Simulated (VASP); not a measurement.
**OsPd: structure and properties in VASP**

Aim: relax OsPd, then compute properties on the relaxed cell. The steps: rough relaxation of the start cell, relaxing cell and atoms (r2SCAN), density, ELF and potential (r2SCAN), band structure (r2SCAN), density of states (r2SCAN), bands along the symmetry lines (r2SCAN + SOC), volume scan with r2SCAN and fit for r2SCAN. The cell is invented: it takes the structure of COD entry 4334349, Pt (space group 225 there), with all of its atoms replaced by other elements, volume scaled by an estimate. It may not be a known or stable phase. Left out of this account: 1 further run (relaxation: it shows nothing beyond the runs told).

Main program and level: VASP 6.6.1; r2SCAN; plane waves and PAW (Os, Pd), in the first sound run; inputs show where later runs differ.

## 1. The starting structure

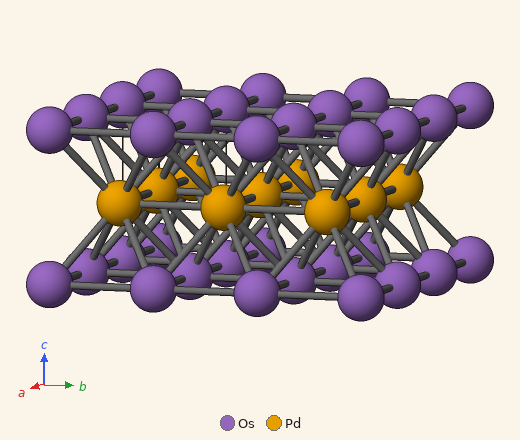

Start, viewed slightly off an axis; osmium purple, palladium orange. 3×3×1 cells are drawn. Some periodic images of atoms are drawn too.

Coordinates:

```cif
data_structure
_symmetry_space_group_name_H-M 'P4/mmm'
_symmetry_Int_Tables_number 123
_cell_length_a 2.7561
_cell_length_b 2.7561
_cell_length_c 3.8978
_cell_angle_alpha 90.000
_cell_angle_beta 90.000
_cell_angle_gamma 90.000
_cell_volume 29.61
loop_
_atom_site_label
_atom_site_type_symbol
_atom_site_symmetry_multiplicity
_atom_site_Wyckoff_symbol
_atom_site_fract_x
_atom_site_fract_y
_atom_site_fract_z
_atom_site_occupancy
Os1 Os 1 a 0.00000 0.00000 0.00000 1
Pd1 Pd 1 d 0.50000 0.50000 0.50000 1
```

## 2. Rough relaxation of the start cell

The start is only an estimate, so a cheap relaxation brings it near a minimum before any careful run. r2SCAN adds the kinetic-energy density, costs more than a GGA and is run with LASPH.

File INCAR:

```
SYSTEM = OsPd
PREC = Normal
ENCUT = 400
EDIFF = 1E-05
NELM = 60
ISMEAR = 1
SIGMA = 0.2
LREAL = .FALSE.
ALGO = Normal
METAGGA = R2SCAN
LASPH = .TRUE.
NBANDS = 15
LORBIT = 11
LWAVE = .FALSE.
LCHARG = .FALSE.
IBRION = 2
NSW = 40
ISIF = 3
EDIFFG = -0.04
```

File POSCAR:

```
OsPd
1.0
    2.7561330000      0.0000000000      0.0000000000
    0.0000000000      2.7561330000      0.0000000000
    0.0000000000      0.0000000000      3.8977610000
Os Pd
1 1
Direct
    0.0000000000      0.0000000000      0.0000000000
    0.5000000000      0.5000000000      0.5000000000
```

File KPOINTS:

```
Automatic mesh
0
Gamma
6 6 4
0 0 0
```

Potentials, in the order of the species: Os and Pd (PBE family, release 64).

The run is started by

```
$ mpirun -np 1 vasp_std
```

The log of the run:

```text
[banner, memory and clock lines left out]
running    1 mpi-ranks, on    1 nodes
 distrk:  each k-point on    1 cores,    1 groups
 distr:  one band on    1 cores,    1 groups

 POSCAR found type information on POSCAR OsPd
 POSCAR found :  2 types and       2 ions
|                                                                             |
|               ----> ADVICE to this user running VASP <----                  |
|                                                                             |
|     You enforced a specific xc type in the INCAR file but a different       |
|     [... a line on the potential file left out ...]
|     I HOPE YOU KNOW WHAT YOU ARE DOING!                                     |
|                                                                             |

 LDA part: xc-table for (None), standard interpolation
 POSCAR, INCAR and KPOINTS ok, starting setup
 FFT: planning ... GRIDC
 FFT: planning ... GRID_SOFT
 FFT: planning ... GRID
 WAVECAR not read
 entering main loop
       N       E                     dE             d eps       ncg     rms          rms(c)
DAV:   1     0.196694189857E+02    0.19669E+02   -0.80083E+03   980   0.957E+02
DAV:   2    -0.774157356658E+02   -0.97085E+02   -0.90028E+02   977   0.275E+02
DAV:   3    -0.796831263591E+02   -0.22674E+01   -0.22443E+01  1159   0.402E+01
DAV:   4    -0.797016662786E+02   -0.18540E-01   -0.18537E-01  1108   0.378E+00
DAV:   5    -0.797020625045E+02   -0.39623E-03   -0.39622E-03  1201   0.517E-01    0.165E+01
DAV:   6    -0.749738452913E+02    0.47282E+01   -0.32768E+00  1082   0.191E+01    0.661E+00
DAV:   7    -0.750623531889E+02   -0.88508E-01   -0.47666E-01  1203   0.987E+00    0.346E+00
DAV:   8    -0.749398591955E+02    0.12249E+00   -0.30525E-01  1044   0.831E+00    0.252E+00
DAV:   9    -0.749415123789E+02   -0.16532E-02   -0.20715E-02  1119   0.192E+00    0.273E-01
DAV:  10    -0.749411899194E+02    0.32246E-03   -0.21608E-03  1124   0.537E-01    0.870E-02
DAV:  11    -0.749412291788E+02   -0.39259E-04   -0.22186E-04  1110   0.149E-01    0.297E-02
DAV:  12    -0.749412297075E+02   -0.52874E-06   -0.33448E-05  1097   0.629E-02
   1 F= -.74941230E+02 E0= -.74943045E+02  d E =-.749412E+02
 curvature:   0.00 expect dE= 0.000E+00 dE for cont linesearch  0.000E+00
 trial: gam= 0.00000 g(F)=  0.000E+00 g(S)=  0.152E+00 ort = 0.000E+00 (trialstep = 0.100E+01)
 search vector abs. value=  0.152E+00
 bond charge predicted
       N       E                     dE             d eps       ncg     rms          rms(c)
DAV:   1    -0.765104500166E+02   -0.15692E+01   -0.27514E+01   928   0.558E+01    0.123E+01
DAV:   2    -0.766693893378E+02   -0.15894E+00   -0.11867E+01  1027   0.466E+01    0.120E+01
DAV:   3    -0.748201219435E+02    0.18493E+01   -0.28002E+00  1055   0.253E+01    0.182E+00
DAV:   4    -0.748110477159E+02    0.90742E-02   -0.34909E-01  1150   0.586E+00    0.970E-01
DAV:   5    -0.748058785968E+02    0.51691E-02   -0.68486E-02   984   0.345E+00    0.490E-01
DAV:   6    -0.748072172440E+02   -0.13386E-02   -0.12837E-02  1090   0.170E+00    0.269E-01
DAV:   7    -0.748067706795E+02    0.44656E-03   -0.23015E-03  1139   0.652E-01    0.629E-02
DAV:   8    -0.748068218132E+02   -0.51134E-04   -0.22397E-04  1145   0.130E-01    0.415E-02
DAV:   9    -0.748068259588E+02   -0.41456E-05   -0.12997E-05   779   0.388E-02
   2 F= -.74806826E+02 E0= -.74808403E+02  d E =0.134404E+00
[...]
3 F= -.74964011E+02 E0= -.74965773E+02  d E =-.227813E-01
[...]
4 F= -.74971107E+02 E0= -.74973206E+02  d E =-.709606E-02
 trial-energy change:   -0.007096  1 .order   -0.006598   -0.011483   -0.001712
 step:   0.9690(harm=  1.0077)  dis= 0.00000  next Energy=   -74.971220 (dE=-0.721E-02)
 bond charge predicted
       N       E                     dE             d eps       ncg     rms          rms(c)
DAV:   1    -0.749714188143E+02   -0.31266E-03   -0.23529E-02   963   0.120E+00    0.900E-02
DAV:   2    -0.749712531957E+02    0.16562E-03   -0.14410E-04   977   0.142E-01    0.470E-02
DAV:   3    -0.749712367474E+02    0.16448E-04   -0.10370E-04  1110   0.121E-01    0.376E-02
DAV:   4    -0.749712186263E+02    0.18121E-04   -0.41134E-05   954   0.954E-02    0.139E-02
DAV:   5    -0.749712198368E+02   -0.12105E-05   -0.37932E-06   471   0.181E-02
   5 F= -.74971220E+02 E0= -.74973314E+02  d E =-.720878E-02
 curvature:  -0.51 expect dE=-0.132E-03 dE for cont linesearch -0.782E-06
 trial: gam=-0.02918 g(F)=  0.380E-65 g(S)=  0.259E-03 ort = 0.149E-03 (trialstep = 0.880E+00)
 search vector abs. value=  0.263E-03
 reached required accuracy - stopping structural energy minimisation
```

Run time: 35 s. Hardware: 1 MPI rank of Intel Xeon 6975P-C (Granite Rapids), shared host; peak memory 0.12 GiB.

The logs omit lines about the potential files and the build; timing stands in the text.

Parts of OUTCAR (step 2):

```text
ion  position               nearest neighbor table
   1  0.000  0.000  0.000-   2 2.76   2 2.76   2 2.76   2 2.76   2 2.76   2 2.76   2 2.76   2 2.76

  LATTYP: Found a simple tetragonal cell.
 ALAT       =     2.7561330000
 C/A-ratio  =     1.4142136827

 Subroutine GETGRP returns: Found 16 space group operations
 (whereof 16 operations were pure point group operations)

The static configuration has the point symmetry D_4h.

 Found     30 irreducible k-points:

   k-points           NKPTS =     30   k-points in BZ     NKDIM =     30   number of bands    NBANDS=     15

   dimension x,y,z NGX =    14 NGY =   14 NGZ =   20
   dimension x,y,z NGXF=    28 NGYF=   28 NGZF=   40

   ENCUT  =  400.0 eV  29.40 Ry    5.42 a.u.   4.49  4.49  6.36*2*pi/ulx,y,z

   NELECT =      18.0000    total number of electrons

 k-points in reciprocal lattice and weights: Automatic mesh
   0.00000000  0.00000000  0.00000000       0.007
   0.16666667  0.00000000  0.00000000       0.028
   0.33333333  0.00000000  0.00000000       0.028
   0.50000000  0.00000000  0.00000000       0.014
   0.16666667  0.16666667  0.00000000       0.028
   0.33333333  0.16666667  0.00000000       0.056
   0.50000000  0.16666667  0.00000000       0.028
   0.33333333  0.33333333  0.00000000       0.028
   0.50000000  0.33333333  0.00000000       0.028
[...]
0.50000000  0.33333333  0.50000000       0.028
   0.50000000  0.50000000  0.50000000       0.007

 average (electrostatic) potential at core
       1 -48.2115       2 -76.4572

 E-fermi :   9.6979

 k-point     1 :       0.0000    0.0000    0.0000
  band No.  band energies     occupation
    ...
      4       6.0264      2.00000
      5       6.1550      2.00000
      6       6.1550      2.00000
      7       7.9853      2.00000
      8       8.1622      2.00000
      9      11.1970     -0.00000
     10      11.1970     -0.00000
     11      11.3610     -0.00000
     12      11.8074     -0.00000
     13      21.0503      0.00000
    ...

 k-point     2 :       0.1667    0.0000    0.0000
  band No.  band energies     occupation
    ...
      5       6.3883      2.00000
      6       6.3947      2.00000
      7       7.6468      2.00000
      8       8.3286      2.00000
      9       8.4338      2.00000
     10      10.4921     -0.00000
     11      10.9568     -0.00000
     12      15.2104      0.00000
     13      19.5049      0.00000
     14      21.7662      0.00000
    ...

 k-point     3 :       0.3333    0.0000    0.0000
  band No.  band energies     occupation
    ...
      6       6.4667      2.00000
      7       6.9605      2.00000
      8       7.0369      2.00000
      9       9.1116      2.00027
     10       9.7595      0.50492
     11      10.3653     -0.00003
     12      16.2113      0.00000
     13      19.2628      0.00000
     14      20.9759      0.00000
     15      25.2901      0.00000

  Total        0.0590732      0.0590732      0.0613398      0.0000000     -0.0000000      0.0000000
  in kB        3.2833865      3.2833865      3.4093706      0.0000000     -0.0000000      0.0000000
  external PRESSURE =       3.3253812 kB  Pullay stress =       0.0000000 kB

  energy-cutoff  :      400.00
  volume of cell :       28.83
      direct lattice vectors                 reciprocal lattice vectors
     2.704991581 -0.000000000 -0.000000000     0.369686918  0.000000000  0.000000000
     0.000000000  2.704991581 -0.000000000    -0.000000000  0.369686918 -0.000000000
     0.000000000  0.000000000  3.939552869     0.000000000  0.000000000  0.253835913

 POSITION                                       TOTAL-FORCE (eV/Angst)
 -----------------------------------------------------------------------------------
      0.00000      0.00000      0.00000         0.000000      0.000000      0.000000
      1.35250      1.35250      1.96978         0.000000     -0.000000      0.000000
 -----------------------------------------------------------------------------------
    total drift:                                0.000000     -0.000000     -0.000000

  FREE ENERGIE OF THE ION-ELECTRON SYSTEM (eV)
  ---------------------------------------------------
  free  energy   TOTEN  =       -74.9712198368 eV

  energy  without entropy=      -74.9775028233  energy(sigma->0) =      -74.97331417

 reached required accuracy - stopping structural energy minimisation

 total charge
# of ion       s       p       d       tot
------------------------------------------
    1        0.622   0.602   5.959   7.183
    2        0.571   0.675   8.468   9.714
--------------------------------------------------
tot          1.193   1.277  14.427  16.897

[... 3 further parts left out ...]
```

CONTCAR:

```
OsPd
   1.00000000000000
     2.7049915812746925   -0.0000000000000000   -0.0000000000000000
     0.0000000000000000    2.7049915812746925   -0.0000000000000000
     0.0000000000000000    0.0000000000000000    3.9395528685867442
  Os              Pd
     1     1
Direct
     0.0000000000000000    0.0000000000000000    0.0000000000000000
     0.5000000000000000    0.5000000000000000    0.5000000000000000
```

The k-mesh is coarse for a metal. This relaxation is a rough one on cheap settings, only to bring the start near its minimum. The PAW data sets were made with PBE, which is usual practice but a small mismatch for other functionals. The run keeps the 16 symmetry operations of its start, so it cannot find a distortion of lower symmetry.

Step by step:

| step | energy less that of the first step (eV) | largest force (eV/Å) | pressure (GPa) | volume (Å³) |
| --- | --- | --- | --- | --- |
| 1 | 0.0000 | 0.0000 | -7.38 | 29.61 |
| 2 | 0.1344 | 0.0000 | 27.76 | 26.78 |
| 3 | -0.0228 | 0.0000 | 0.79 | 28.78 |
| 4 | -0.0299 | 0.0000 | 0.37 | 28.82 |
| 5 | -0.0300 | 0.0000 | 0.33 | 28.83 |

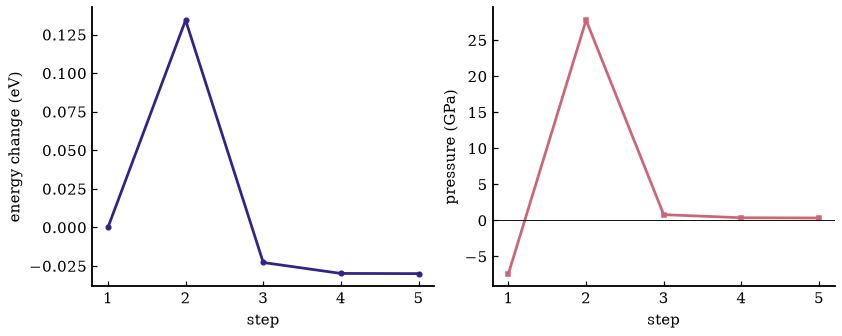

Energy and pressure along the relaxation.

| conventional cell, symmetrised | before | after | change |
| --- | --- | --- | --- |
| a (Å) | 2.756 | 2.705 | -1.9 % |
| b (Å) | 2.756 | 2.705 | -1.9 % |
| c (Å) | 3.898 | 3.940 | +1.1 % |
| volume (Å³/atom) | 14.80 | 14.41 | -2.6 % |

Final coordinates:

```cif
data_structure
_symmetry_space_group_name_H-M 'P 1'
_symmetry_Int_Tables_number 1
_cell_length_a 2.7050
_cell_length_b 2.7050
_cell_length_c 3.9396
_cell_angle_alpha 90.000
_cell_angle_beta 90.000
_cell_angle_gamma 90.000
_cell_volume 28.83
loop_
_atom_site_label
_atom_site_type_symbol
_atom_site_fract_x
_atom_site_fract_y
_atom_site_fract_z
_atom_site_occupancy
Os1 Os 0.00000 0.00000 0.00000 1
Pd2 Pd 0.50000 0.50000 0.50000 1
```

This step gave:

```yaml
electrons: 18
bands: 15
irreducible_k_points: 30
symmetry_operations: 16
free_energy_toten: -74.9712 eV
energy_at_zero_smearing: -74.9733 eV
fermi_energy: 9.698 eV
pressure: 0.3325 GPa
metallic: yes
scf_cycles_over_all_ionic_steps: 41
```

It ends with forces that vanish by symmetry and a pressure of 0.33 GPa.

(Continued in part 2 of 5.)

[Lines on the potential files, build, host, timing and source positions are cut from VASP's logs without a mark.]

[Logs are printed without paths, hosts, clocks, repeated set-up lines and the standing remarks that a program may print on its own settings, such as how far it seeks lower states.]

[Hosts, paths, dates, database ids (printed as entryN), source tags and the programs' standing remarks are cut or masked in the printed files.]

[A measured line is paired with the nearest computed mode of its activity, which favours agreement.]
